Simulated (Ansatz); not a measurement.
Input

```
crystal:
  periodic: [false, false, false]
  atoms:
    - {symbol: O, position_ang: [1.035555, 0.615451, 0.636797]}
    - {symbol: B, position_ang: [0.120859, 0.071677, 0.074303]}
    - {symbol: Cl, position_ang: [-1.156414, -0.687118, -0.711100]}
basis:
  gaussian: {orbitals: def2-TZVPP}
hamiltonian: {xc: pbe0, dispersion: d4}
output: {orbitals: {seedname: orbitals}}
```

Run with:

```sh
ansatz run in.yaml --threads 2 --pin off --events-out ev --progress --plain --max-ram 32768MiB --backend cpu
```

Geometry: PBE0-D4/def2-TZVP.

Method: Ansatz 0.2.0, RKS PBE0-D4/def2-TZVPP.

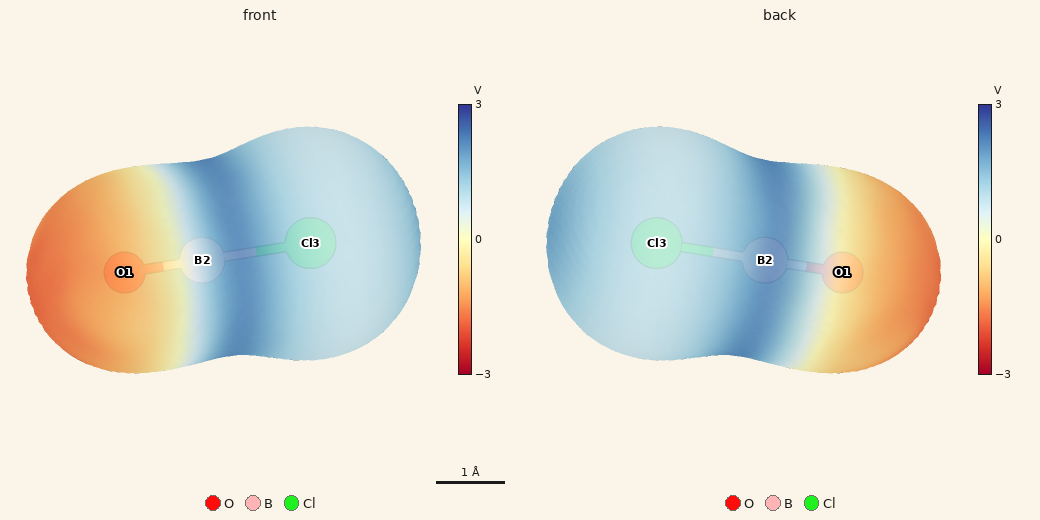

BClO (SMILES O=BCl). The molecular electrostatic potential painted on the density surface at 0.004 e/bohr³, seen from the front and from behind; the colour scale runs from red (negative) to blue (positive).

Q: Describe the electrostatic potential map.

A: The most negative region (about −1.8 V) lies over O1, the most positive (about +2.1 V) over B2. Cl3 shows a σ-hole: about +1.8 V at the tip opposite its bond, against about +0.8 V on its flanks. O1 is the likeliest acceptor of a hydrogen bond.
